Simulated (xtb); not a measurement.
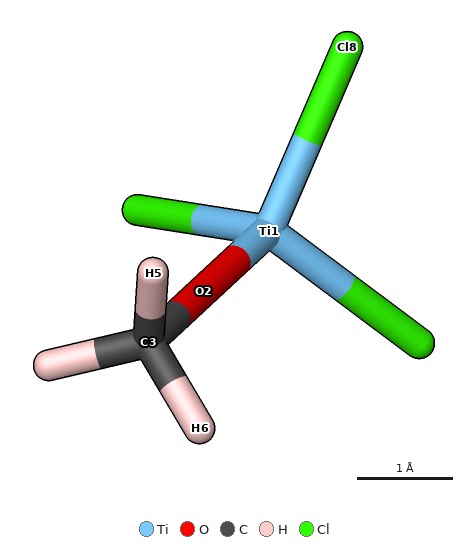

*The structure as given in the input (stick view, seen at an oblique angle; atoms are numbered from 1 in the order of the input). Sticks mark near contacts.*

**Frequency calculation of CH3Cl3OTi (part 1 of 2)**

- system: CH3Cl3OTi (Ti(OMe)Cl3), SMILES C[O][Ti]([Cl])([Cl])[Cl]
- method: GFN2-xTB (xtb 6.7.1)

The geometry was optimised with GFN2-xTB.

**Input file (coord)**
```
$coord
     -0.524436794106      0.846162666824     -2.398383705591  ti
      0.102479847738     -0.151990672204      0.485036004408  o
      0.632548025696     -1.015765586509      2.899047745050  c
     -0.138403541368     -2.928225116414      3.138778401220  h
     -0.228656861080      0.253336684267      4.297747433453  h
      2.687870850623     -1.061610342292      3.186078246119  h
      2.777538355236      1.508492776244     -4.602050031301  cl
     -2.578002173737      4.306553557193     -2.474218414973  cl
     -2.730956606264     -1.756935069848     -4.532016781123  cl
$end
```

**File .CHRG**
```
0
```

**File .UHF**
```
0
```

**File input.inp**
```
$hess
   step=0.05
$end
```

Command:
```bash
xtb coord --gfn 2 --hess -I input.inp > coord.out
```

**Output**
```
* xtb version 6.7.1
   ID    Z sym.   atoms
    1   22 ti     1
    2    8 o      2
    3    6 c      3
    4    1 h      4-6
    5   17 cl     7-9

           -------------------------------------------------
          |                Calculation Setup                |
           -------------------------------------------------

          program call               : xtb coord --gfn 2 --hess -I input.inp
          coordinate file            : coord
          omp threads                :                     1

           -------------------------------------------------
          |                 G F N 2 - x T B                 |
           -------------------------------------------------

      * Hamiltonian:
        H0-scaling (s, p, d)           1.850000    2.230000    2.230000
        zeta-weighting                 0.500000
      * Dispersion:
        s8                             2.700000
        a1                             0.520000
        a2                             5.000000
        s9                             5.000000
      * Repulsion:
        kExp                           1.500000    1.000000
        rExp                           1.000000
      * Coulomb:
        alpha                          2.000000
        third order                    shell-resolved
        anisotropic                    true
        a3                             3.000000
        a5                             4.000000
        cn-shift                       1.200000
        cn-exp                         4.000000
        max-rad                        5.000000

          ...................................................
          :                      SETUP                      :
          :.................................................:
          :  # basis functions                  51          :
          :  # atomic orbitals                  47          :
          :  # shells                           19          :
          :  # electrons                        38          :
          :  max. iterations                   250          :
          :  Hamiltonian                  GFN2-xTB          :
          :  restarted?                      false          :
          :  GBSA solvation                  false          :
          :  PC potential                    false          :
          :  electronic temp.          300.0000000     K    :
          :  accuracy                    1.0000000          :
          :  -> integral cutoff          0.2500000E+02      :
          :  -> integral neglect         0.1000000E-07      :
          :  -> SCF convergence          0.1000000E-05 Eh   :
          :  -> wf. convergence          0.1000000E-03 e    :
          :  Broyden damping             0.4000000          :
          :  net charge                          0          :
          :  unpaired electrons                  0          :
          ...................................................

 iter      E             dE          RMSdq      gap      omega  full diag
   1    -23.2485127 -0.232485E+02  0.686E+00    2.52       0.0  T
   2    -23.3294789 -0.809662E-01  0.406E+00    3.60       1.0  T
   3    -23.3409766 -0.114977E-01  0.218E+00    3.35       1.0  T
   4    -23.3413429 -0.366293E-03  0.599E-01    3.31       1.0  T
   5    -23.3417264 -0.383553E-03  0.260E-01    3.30       1.0  T
   6    -23.3417892 -0.628234E-04  0.203E-01    3.31       1.0  T
   7    -23.3418417 -0.524776E-04  0.415E-02    3.30       1.0  T
   8    -23.3418330  0.872718E-05  0.909E-02    3.31       1.0  T
   9    -23.3418448 -0.118417E-04  0.344E-02    3.30       1.0  T
  10    -23.3418461 -0.127413E-05  0.896E-03    3.30       3.7  T
  11    -23.3418462 -0.965003E-07  0.330E-03    3.30      10.1  T
  12    -23.3418462 -0.126666E-07  0.200E-03    3.30      16.7  T
  13    -23.3418462 -0.685270E-08  0.312E-04    3.30     106.8  T
  14    -23.3418462 -0.428884E-10  0.177E-04    3.30     187.8  T

   *** convergence criteria satisfied after 14 iterations ***

         #    Occupation            Energy/Eh            Energy/eV
      -------------------------------------------------------------
         1        2.0000           -1.0907422             -29.6806
       ...           ...                  ...                  ...
        13        2.0000           -0.4582815             -12.4705
        14        2.0000           -0.4582408             -12.4694
        15        2.0000           -0.4491841             -12.2229
        16        2.0000           -0.4491379             -12.2217
        17        2.0000           -0.4429670             -12.0537
        18        2.0000           -0.4429150             -12.0523
        19        2.0000           -0.4404162             -11.9843 (HOMO)
        20                         -0.3190425              -8.6816 (LUMO)
        21                         -0.3189620              -8.6794
        22                         -0.2756678              -7.5013
        23                         -0.2755967              -7.4994
        24                         -0.2694482              -7.3321
       ...                                ...                  ...
        47                          0.8220211              22.3683
      -------------------------------------------------------------
                  HL-Gap            0.1213737 Eh            3.3027 eV
             Fermi-level           -0.3797294 Eh          -10.3330 eV

 SCC (total)                   0 d,  0 h,  0 min,  0.038 sec
 SCC setup                      ...        0 min,  0.000 sec (  0.366%)
 Dispersion                     ...        0 min,  0.000 sec (  0.171%)
 classical contributions        ...        0 min,  0.000 sec (  0.087%)
 integral evaluation            ...        0 min,  0.011 sec ( 27.686%)
 iterations                     ...        0 min,  0.016 sec ( 42.793%)
 molecular gradient             ...        0 min,  0.011 sec ( 28.065%)
 printout                       ...        0 min,  0.000 sec (  0.745%)

         :::::::::::::::::::::::::::::::::::::::::::::::::::::
         ::                     SUMMARY                     ::
         :::::::::::::::::::::::::::::::::::::::::::::::::::::
         :: total energy             -23.234437246423 Eh    ::
         :: gradient norm              0.000077744637 Eh/a0 ::
         :: HOMO-LUMO gap              3.302746538785 eV    ::
         ::.................................................::
         :: SCC energy               -23.341822464648 Eh    ::
         :: -> isotropic ES            0.064177880584 Eh    ::
         :: -> anisotropic ES         -0.000474896107 Eh    ::
         :: -> anisotropic XC         -0.001292768540 Eh    ::
         :: -> dispersion             -0.007233267653 Eh    ::
         :: repulsion energy           0.107385218225 Eh    ::
         :: add. restraining           0.000000000000 Eh    ::
         :: total charge              -0.000000000000 e     ::
         :::::::::::::::::::::::::::::::::::::::::::::::::::::

           -------------------------------------------------
          |                Numerical Hessian                |
           -------------------------------------------------
step length          :   0.05000
SCC accuracy         :   0.30000
Hessian scale factor :   1.00000
frozen atoms in %    :   0.00000    0
RMS gradient         :   0.00008
estimated CPU  time      0.02 min

writing file <hessian>.

 projected vibrational frequencies (cm⁻¹)
eigval :       -0.00    -0.00    -0.00    -0.00     0.00     0.00
eigval :      -21.69    44.28    45.47   121.02   121.12   128.53
eigval :      177.93   179.32   339.00   422.62   422.95   574.95
eigval :     1119.36  1120.35  1211.45  1391.31  1440.10  1441.31
eigval :     2898.28  2901.63  2911.25
           -------------------------------------------------
          |                Property Printout                |
           -------------------------------------------------

    * Orbital Energies and Occupations

         #    Occupation            Energy/Eh            Energy/eV
      -------------------------------------------------------------
         1        2.0000           -1.0907424             -29.6806
       ...           ...                  ...                  ...
         7        2.0000           -0.5775101             -15.7148
         8        2.0000           -0.5774976             -15.7145
         9        2.0000           -0.5115122             -13.9190
        10        2.0000           -0.4736705             -12.8892
        11        2.0000           -0.4736558             -12.8888
        12        2.0000           -0.4650061             -12.6535
        13        2.0000           -0.4582817             -12.4705
        14        2.0000           -0.4582411             -12.4694
        15        2.0000           -0.4491844             -12.2229
        16        2.0000           -0.4491383             -12.2217
        17        2.0000           -0.4429672             -12.0538
        18        2.0000           -0.4429153             -12.0523
        19        2.0000           -0.4404165             -11.9843 (HOMO)
        20                         -0.3190433              -8.6816 (LUMO)
        21                         -0.3189627              -8.6794
        22                         -0.2756684              -7.5013
        23                         -0.2755973              -7.4994
        24                         -0.2694490              -7.3321
        25                         -0.0010086              -0.0274
        26                          0.0214383               0.5834
        27                          0.0214603               0.5840
        28                          0.0218529               0.5946
        29                          0.0221320               0.6022
        30                          0.0222552               0.6056
       ...                                ...                  ...
        47                          0.8220207              22.3683
      -------------------------------------------------------------
                  HL-Gap            0.1213732 Eh            3.3027 eV
             Fermi-level           -0.3797299 Eh          -10.3330 eV

     #   Z          covCN         q      C6AA      α(0)
     1  22 ti       3.050     0.950   103.794    24.878
     2   8 o        1.579    -0.402    20.930     6.173
     3   6 c        3.664     0.053    19.951     6.407
     4   1 h        0.923     0.077     2.012     2.218
     5   1 h        0.923     0.077     2.012     2.218
     6   1 h        0.923     0.077     2.012     2.218
     7  17 cl       0.763    -0.277   107.792    15.882
     8  17 cl       0.763    -0.277   107.803    15.882
     9  17 cl       0.763    -0.277   107.785    15.881
```
